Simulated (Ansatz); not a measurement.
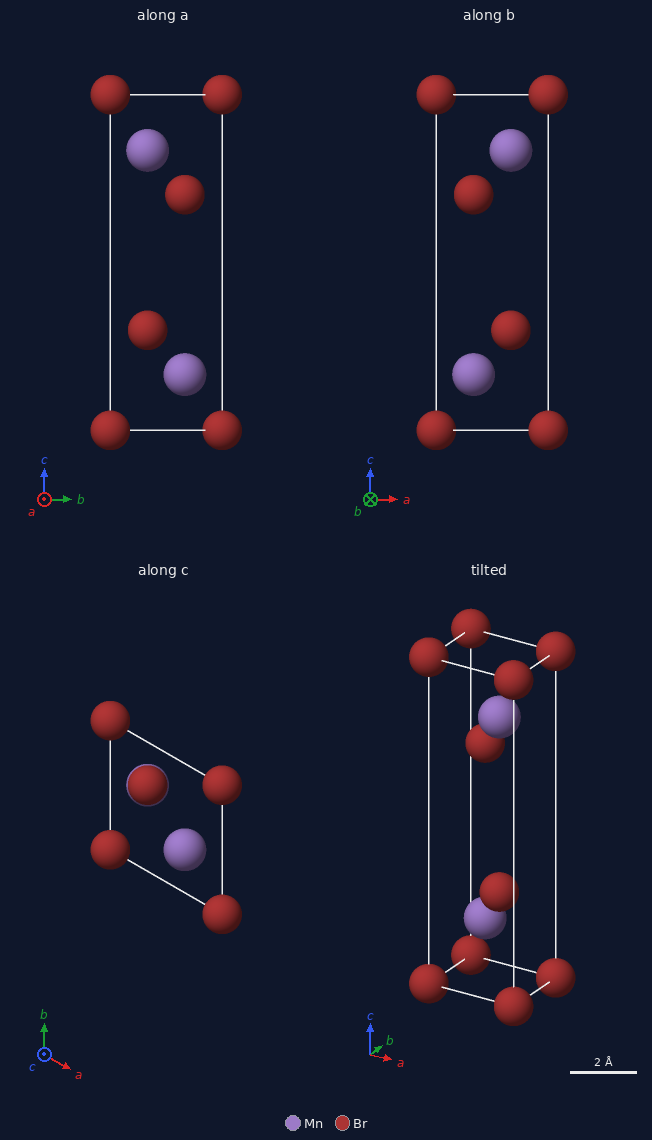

The crystal in a spheres-only representation, seen along the a axis, along the b axis, along the c axis and slightly off an axis. The conventional unit cell is outlined; an atom on or near a face, edge or corner is repeated at each equivalent position.

Lattice parameters: a = 3.930 Å, b = 3.930 Å, c = 10.217 Å, α = 90.00°, β = 90.00°, γ = 120.00°.

### Convert the drawing into a table of Wyckoff sites, with free fractional coordinates to two decimals.

Space group P-3m1 (No. 164).
```csv
atom,site,x,y,z
Mn,2d,0.3333,0.6667,0.17
Br,1a,0.00,0.00,0.00
Br,2d,0.3333,0.6667,0.70
```

The structure comes from a textbook structure type filled with these elements (whether it is the usual form wasn't checked). What is shown is the relaxed result from DFT PBE, scalar-relativistic, plane waves, PAW (Ansatz).
